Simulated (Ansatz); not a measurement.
**C2H5ClOSi: density, localisation and related maps**

```xyz
10

O    -1.2585   -0.2279    1.9358
Si    0.4434   -0.1266    1.7545
Cl    0.8551   -2.2860    1.0528
C    -0.2850    0.3371   -1.2450
C     0.9129    0.8469   -0.8982
H    -1.8554   -0.9687    1.7293
H    -1.1878    0.9437   -1.2362
H    -0.3947   -0.7077   -1.5268
H     1.0354    1.8950   -0.6343
H     1.8177    0.2428   -0.9290
```

At this geometry the atoms fall into two loosely joined parts.

Method: RKS r2SCAN-D4/6-31G (Ansatz).

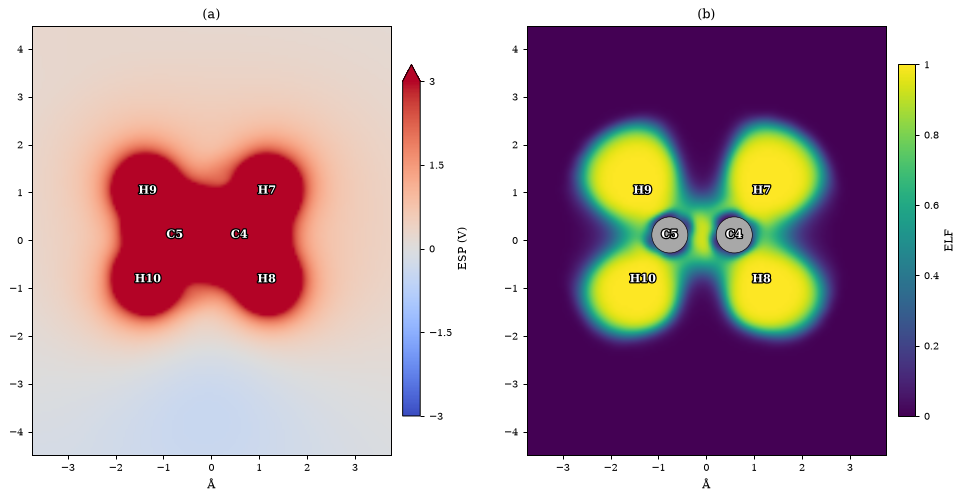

Figure 1. (a) molecular electrostatic potential; (b) electron localisation function on the plane of atoms C4, C5 and H9. Grey discs cover the atomic cores in the ELF map.

What does the map show?

The plane passes through C and H nuclei.
C–C (1.35 Å): the ELF peaks at about 0.95 between the atoms: localised, covalent bonding.
C–H (1.09 Å): the ELF climbs to about 1 towards the hydrogen, as it does in any bond to H (a covalent bond by its length).
Outside the dense part of the molecule the potential is most negative (−0.4 V) near Cl3, which lies off the plane.

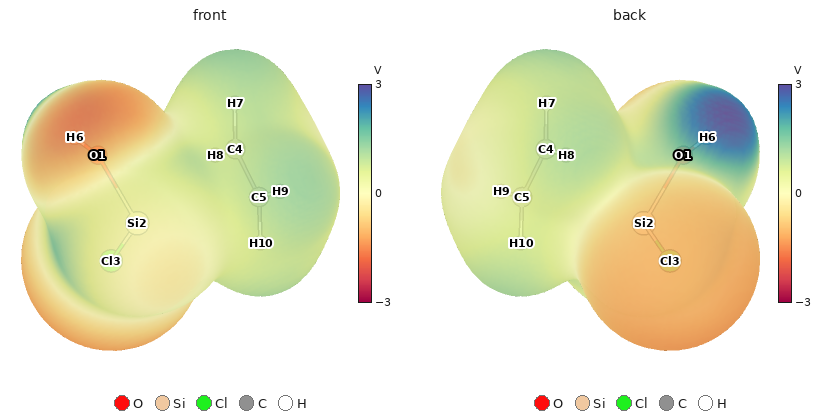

Figure 2. The molecular electrostatic potential painted on the density surface at 0.002 e/bohr³, seen from the front and from behind; the colour scale runs from red (negative) to blue (positive).

Describe the electrostatic potential map.

The most negative region (about −1.5 V, or −35 kcal/mol for a unit charge) lies over O1, the most positive (about +2.9 V, or +67 kcal/mol for a unit charge) over H6. O1 is the likeliest acceptor of a hydrogen bond.

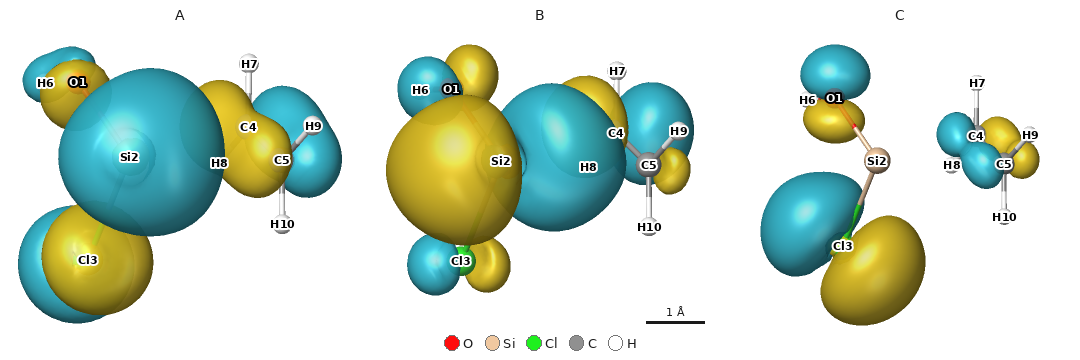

Figure 3. Three frontier orbitals at ±0.1 Å⁻³ᐟ² (yellow and cyan are the two phases), in no order.

Which picture is the HOMO−1, the HOMO and the LUMO?

C is the HOMO−1 (−7.37 eV). Its weight (Hirshfeld) is mainly on Cl3 (about 80 %) and O1 (about 10 %); largely a lone pair of Cl3. A is the HOMO (−6.59 eV). By Hirshfeld shares it lies mainly on Si2 (about 45 %), Cl3 (about 25 %), C4 (about 10 %) and C5 (about 10 %). B is the LUMO (−2.65 eV). By Hirshfeld shares it lies mainly on Si2 (about 60 %), C4 (about 15 %) and O1 (about 10 %).

What is the HOMO–LUMO gap?

3.94 eV between the orbital energies.
